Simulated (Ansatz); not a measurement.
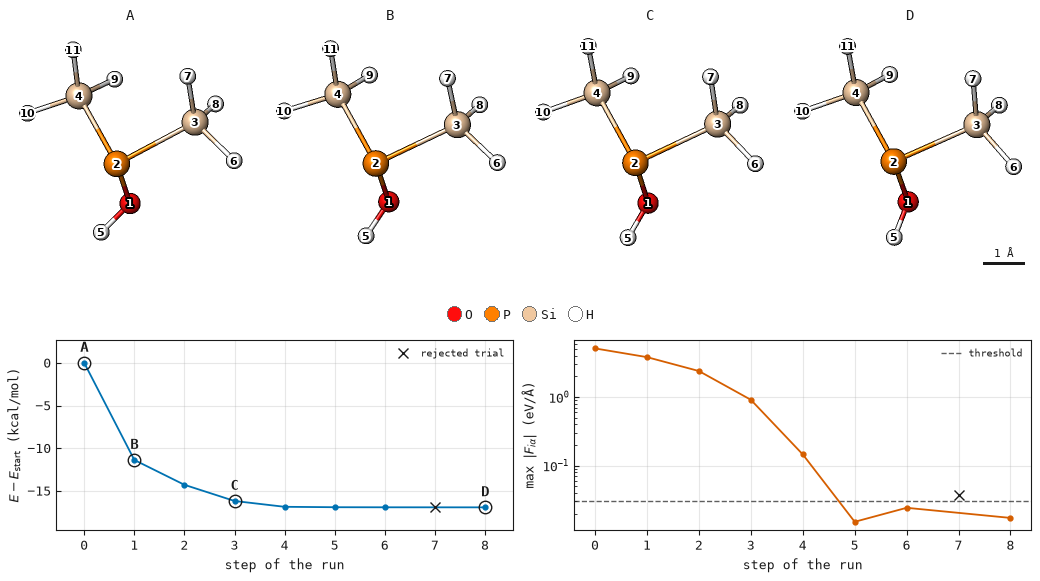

Frames of a relaxation of Si$_{2}$PH$_{7}$O (coarse preliminary run), marked on the history of the run. A ball-and-stick model, seen at a tilt.

The start comes from a force field.

Level of theory: Ansatz, RKS PBE-D4/def2-SVP.

Input file:
```yaml
crystal:
  periodic: [false, false, false]
  atoms:
    - {symbol: O, position_ang: [-0.339100, 1.953000, -0.171700]}
    - {symbol: P, position_ang: [0.745500, 0.837300, -0.269000]}
    - {symbol: Si, position_ang: [0.411300, -0.230300, 1.653000]}
    - {symbol: Si, position_ang: [-0.215400, -0.728000, -1.462800]}
    - {symbol: H, position_ang: [-0.249300, 2.685900, -0.884900]}
    - {symbol: H, position_ang: [0.924900, 0.647300, 2.774100]}
    - {symbol: H, position_ang: [1.271200, -1.480100, 1.654400]}
    - {symbol: H, position_ang: [-0.950900, -0.540400, 1.869000]}
    - {symbol: H, position_ang: [-1.635400, -1.004900, -0.869800]}
    - {symbol: H, position_ang: [-0.424900, -0.226600, -2.823700]}
    - {symbol: H, position_ang: [0.527700, -1.970300, -1.448000]}
basis:
  gaussian: {orbitals: def2-SVP}
hamiltonian: {xc: pbe, dispersion: d4}
relax: {f_tol: 0.03, max_steps: 200}
```

Launched with:
```bash
ansatz run in.yaml --threads 4 --pin off --events-out ev --progress --plain --max-ram 10444MiB
```

> What happens along the run?

The atom that moves furthest after the best rigid fit is H5 (0.42 Å). By element the largest moves are H 0.42 Å, O 0.15 Å, Si 0.15 Å, P 0.11 Å. Among the contacts that change: O1–P2 1.559 → 1.725 Å, Si3–H8 1.414 → 1.506 Å, P2–Si4 2.191 → 2.281 Å, Si4–H11 1.448 → 1.507 Å. Bond angles that change, for instance: P2–O1–H5 114.0° → 106.4°, O1–P2–Si4 103.9° → 97.3°, P2–Si4–H11 112.5° → 108.2°. Groups turn about O1–P2 by about 35°. Over 7 accepted moves (8 points after the start) the energy falls by 16.9 kcal/mol. The largest force component goes from 5.1 to 0.017 eV/Å. The line search rejected the trial step at point 7 of the run. From step 0 to 1: H5 moves most (0.19 Å), energy −11.4 kcal/mol. From step 1 to 3: H7 moves most (0.09 Å), energy −4.81 kcal/mol. From step 3 to 8: H5 moves most (0.20 Å), energy −0.75 kcal/mol.

```
step  E − E(0), kcal/mol  largest force component, eV/Å      note
   0                0.00                         5.1196          
   1              -11.38                         3.8206          
   2              -14.29                         2.3951          
   3              -16.19                         0.9127          
   4              -16.87                         0.1458          
   5              -16.92                         0.0152          
   6              -16.93                         0.0243          
   7              -16.92                         0.0378  rejected
   8              -16.93                         0.0173
```
